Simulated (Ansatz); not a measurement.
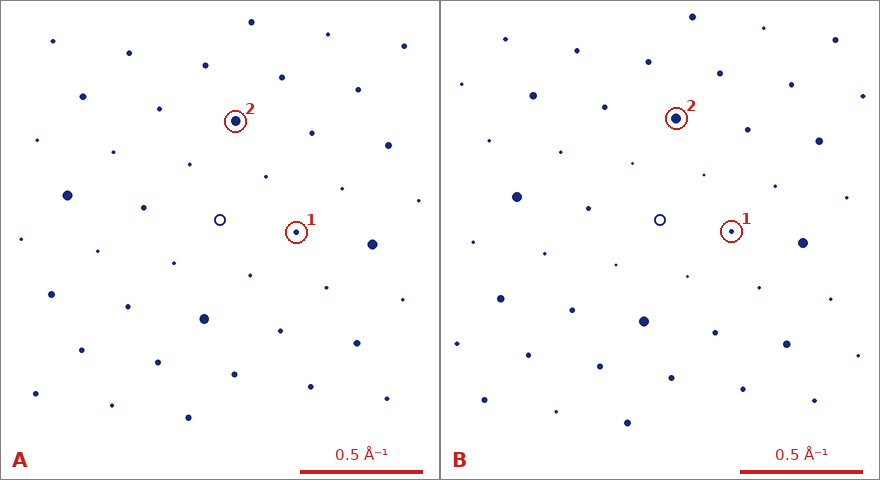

Kinematic electron diffraction patterns (300 kV, B = 0.5 Å², same scale) along [111] of the run's own cell, for the start and the end of one relaxation of SbP3S4 with DFT PBE, scalar-relativistic, plane waves, PAW in Ansatz 0.2.0. k mesh 8×8×6. The start is a generated model structure, and the relaxation ends in the nearest stationary point of its symmetry, not necessarily the ground state. Spot 1 is -1 1 0 and spot 2 is -1 -1 2 in both.

Start structure:

```
Sb P S
1.0
     4.44385    0.00000    0.00000
     0.00000    4.44385    0.00000
     0.00000    0.00000    7.61197
Sb P S
1 3 4
Direct
  0.00000 0.00000 0.50000
  0.50000 0.50000 0.31242
  0.50000 0.50000 0.68758
  0.00000 0.00000 0.00000
  0.00000 0.50000 0.20730
  0.50000 0.00000 0.20730
  0.00000 0.50000 0.79270
  0.50000 0.00000 0.79270
```

Question: Which pattern belongs to the start structure, and which to the relaxed one?

Answer: A is the start: its cell gives d(1) = 3.142 Å, d(2) = 2.423 Å and an angle of 90.0°. B is the relaxed structure, with d(1) = 3.352 Å (+6.7 %), d(2) = 2.362 Å (-2.5 %) and 90.0°.

Question: What did the relaxation do to the structure and the energy?

Answer: The volume changed by -0.5 % to 18.70 Å³ an atom; with the mean shift removed, the atoms moved by up to 0.29 Å relative to the cell (S most); the space group stayed P4/mmm (No. 123); the free energy fell by 120 meV an atom. Relaxed cell: a = 4.741 Å, b = 4.741 Å, c = 6.655 Å, α = 90.00°, β = 90.00°, γ = 90.00°.
